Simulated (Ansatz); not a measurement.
**A computed series for hypothetical R3c PbZrO3: pressure series**

The reference is PbZrO3 (space group R3c, No. 161; a = 5.912 Å, c = 14.697 Å (hexagonal axes); a hypothetical phase, not in the database extracts checked).

Cell and atoms are relaxed at each pressure.

All numbers come from PBE in Ansatz (plane waves to 420 eV, PAW, no spin-orbit coupling).

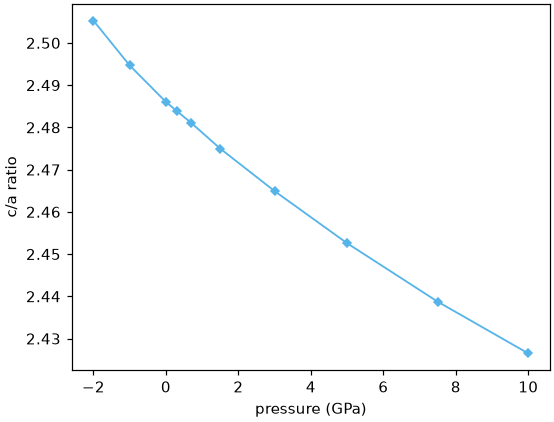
Figure. c/a ratio against pressure

| pressure (GPa) | c/a ratio |
|---|---|
| -2 | 2.505 |
| -1 | 2.495 |
| 0.3 | 2.484 |
| 0.7 | 2.481 |
| 1.5 | 2.475 |
| 3 | 2.465 |
| 5 | 2.453 |
| 7.5 | 2.439 |
| 10 | 2.426 |

Load acts through the strain it causes; cell and atoms are relaxed under it. Stability against distortions was not tested. No other phases were tried under pressure.

Ansatz is a first-principles code.
